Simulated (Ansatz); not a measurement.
**CH4AlB2Cl: density, localisation and related maps**

Input

```
crystal:
  periodic: [false, false, false]
  atoms:
    - { symbol: Cl, position_ang: [-1.7272, -2.3659, 1.2567] }
    - { symbol: B, position_ang: [-0.7443, -0.9846, 0.5163] }
    - { symbol: B, position_ang: [0.7781, -0.9304, -0.207] }
    - { symbol: C, position_ang: [0.8051, 0.6502, -0.4661] }
    - { symbol: Al, position_ang: [-1.0064, 1.0229, 0.2295] }
    - { symbol: H, position_ang: [1.6319, -1.7378, -0.4056] }
    - { symbol: H, position_ang: [1.5554, 1.177, 0.0971] }
    - { symbol: H, position_ang: [-1.66524, 2.30165, -0.32033] }
    - { symbol: H, position_ang: [-2.0294, 2.2496, 0.5184] }
basis:
  gaussian: { orbitals: def2-SVP }
hamiltonian:
  xc: cam_b3lyp
  dispersion: d4
relax:
  f_tol: 0.02
  max_steps: 50
output:
  orbitals: {}
```

Run with:

```sh
ansatz run input.yaml --threads 2 --pin off --max-ram 3072MiB --backend cpu --events-out ev --progress --plain --runs-dir out
```

The fields are those of the run's last geometry, not of the input's.

At this geometry the atoms fall into two loosely joined parts.

These are results of RKS CAM-B3LYP-D4/def2-SVP in Ansatz, not measurements.

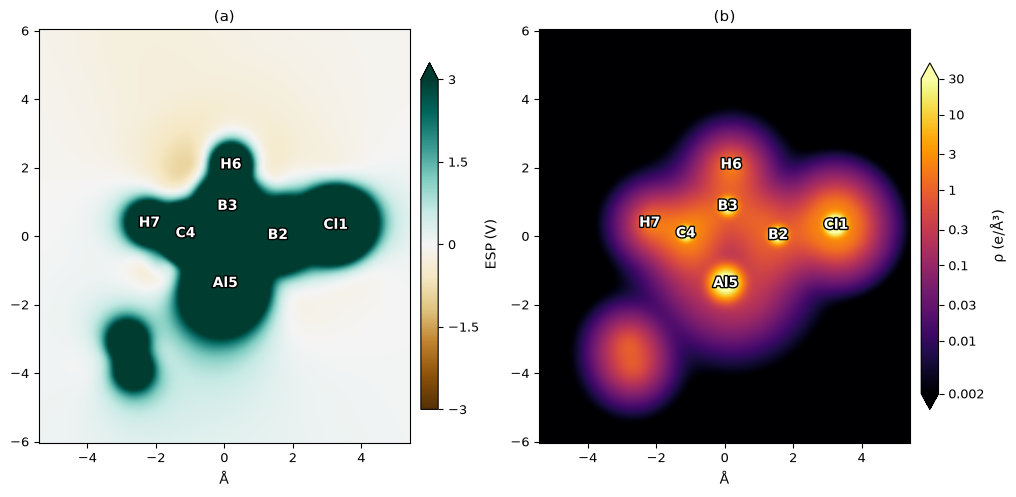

Figure 1. (a) electrostatic potential; (b) total electron density on the plane of atoms B2, B3 and H6.

What does the map show?

Answer.
- The plane passes through Cl, B, C, Al and H nuclei.
- C–B (1.47 Å): ρ is about 1.6 e/Å³ halfway.
- B–B (1.70 Å): ρ is about 0.99 e/Å³ halfway.
- B–Cl (1.71 Å): ρ at the midpoint is about 1.4 e/Å³.
- C–Al (1.86 Å): ρ is about 0.71 e/Å³ halfway.
- Al–B (2.07 Å): ρ is about 0.48 e/Å³ halfway.
- Outside the dense part of the molecule the potential is most negative (−0.9 V) near H6.

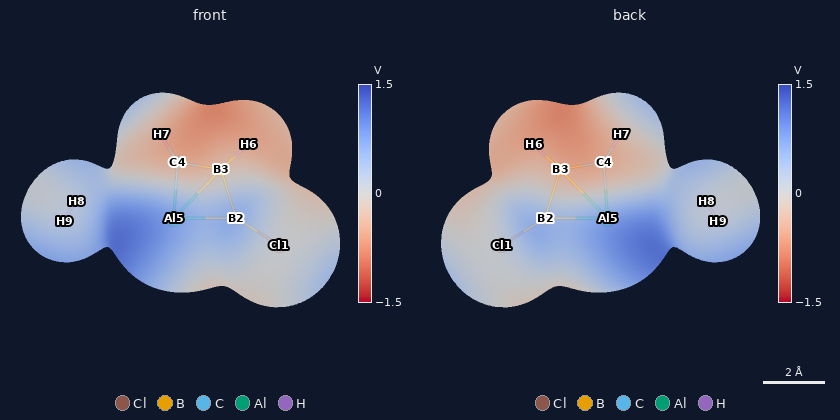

Figure 2. The electrostatic potential painted on the density surface at 0.001 e/bohr³, seen from the front and from behind; red is negative and blue positive.

Describe the electrostatic potential map.

Answer. The most negative region (about −0.8 V) lies over H6, the most positive (about +1.2 V) over Al5. Cl1 shows a σ-hole: about +0.4 V at the tip opposite its bond, against about −0.1 V on its flanks.

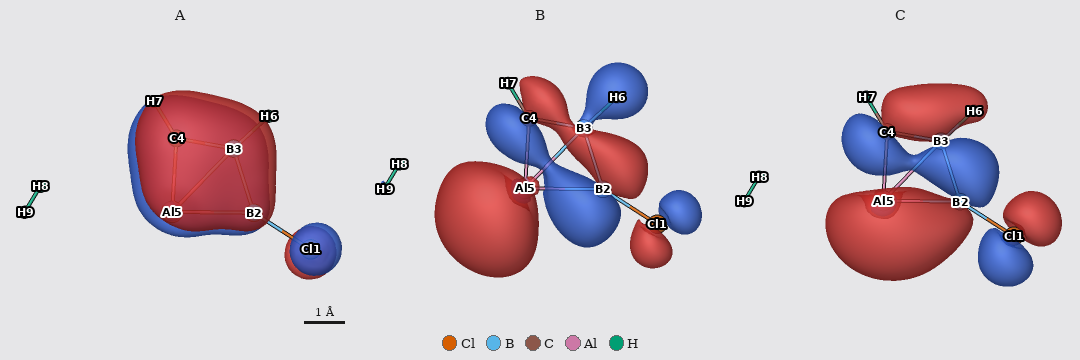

Figure 3. Three frontier orbitals at ±0.08 Å⁻³ᐟ² (red and blue are the two phases), in no order.

Order the three orbitals by energy and name them.

Answer. A is the HOMO−1 (−8.30 eV). Its weight (Hirshfeld) is mainly on C4 (about 40 %), B3 (about 25 %), Al5 (about 20 %) and B2 (about 10 %); π-bonding across C4–B3. C is the HOMO (−7.73 eV). Its weight (Hirshfeld) is mainly on Al5 (about 40 %), B2 (about 20 %), B3 (about 15 %), Cl1 (about 10 %) and C4 (about 10 %). B is the LUMO (−1.46 eV). By Hirshfeld shares it lies mainly on Al5 (about 50 %), B2 (about 20 %), C4 (about 10 %), B3 (about 5 %) and Cl1 (about 5 %).

What is the HOMO–LUMO gap?

Answer. 6.27 eV between the orbital energies.

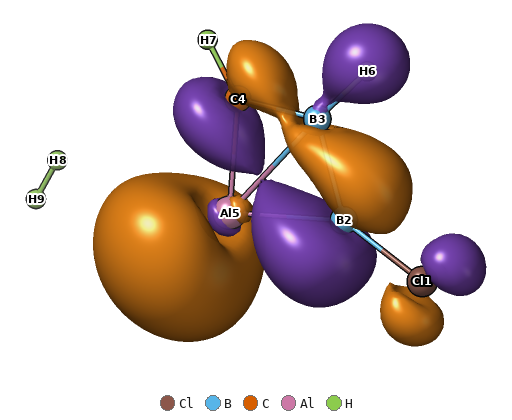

Figure 4. One frontier orbital at ±0.1 Å⁻³ᐟ² (orange and purple are the two phases), seen at a tilt.

Which orbital is it: HOMO or LUMO?

Answer. The LUMO, at −1.46 eV. By Hirshfeld shares it lies mainly on Al5 (about 50 %), B2 (about 20 %), C4 (about 10 %), B3 (about 5 %) and Cl1 (about 5 %).
